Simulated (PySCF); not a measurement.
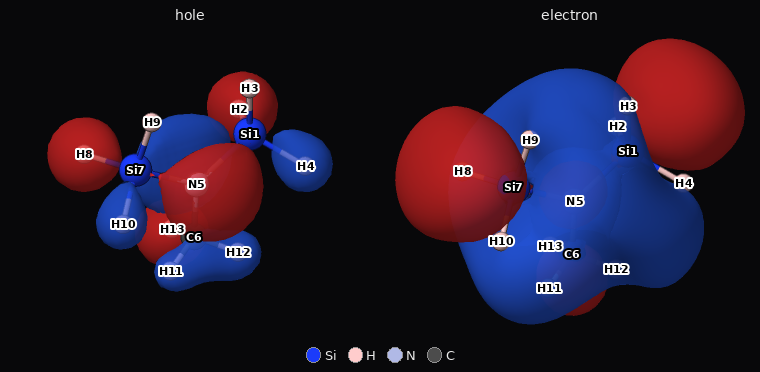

Figure 1: (H3Si)2NMe (CH9NSi2). Leading natural transition orbital pair of S₁ (TDA singlet states); the surfaces enclose about 85 % of each orbital's density.

Level of theory: CAM-B3LYP/def2-TZVP (PySCF), at a geometry from GFN2-xTB. No frequency check shows the geometry to be a minimum. Without diffuse functions Rydberg states are missing, so the states' numbers hold for this basis only.

Geometry (Å), atoms numbered from 1:

```
Si1      1.5435    0.5127   -0.0118
H2       2.0977    0.3740   -1.3669
H3       1.3352    1.9157    0.3213
H4       2.4371   -0.1590    0.9378
N5      -0.0010   -0.2684    0.1220
C6       0.0131   -1.7100   -0.0232
Si7     -1.5504    0.5017   -0.0116
H8      -2.0741    0.4414   -1.3848
H9      -1.3670    1.8846    0.4107
H10     -2.4575   -0.2338    0.8749
H11     -0.8942   -2.1429    0.3969
H12      0.8716   -2.1342    0.4982
H13      0.0753   -2.0086   -1.0743
```

Question: Where does the state lie, and where do hole and electron sit?

Answer: 5.96 eV (208 nm), f = 0.001 (very weak), partly diffuse acceptor orbital, which a basis without diffuse functions describes poorly; the leading pair carries 99 %; hole on N5 (51 %), Si1 and Si7 (9 % each) and C6 (7 %), electron on Si1 and Si7 (26 % each), N5 (8 %) and C6 (6 %) (atom shares of so diffuse an orbital are rough); their centroids lie 0.6 Å apart. In canonical orbitals it is mainly HOMO → LUMO (98 %). The HOMO–LUMO gap is 9.34 eV.

Cost of the run: 4.9 min on 1 thread of Intel(R) Xeon(R) 6975P-C (Granite Rapids), with other jobs on the host, peak memory 1 GiB.
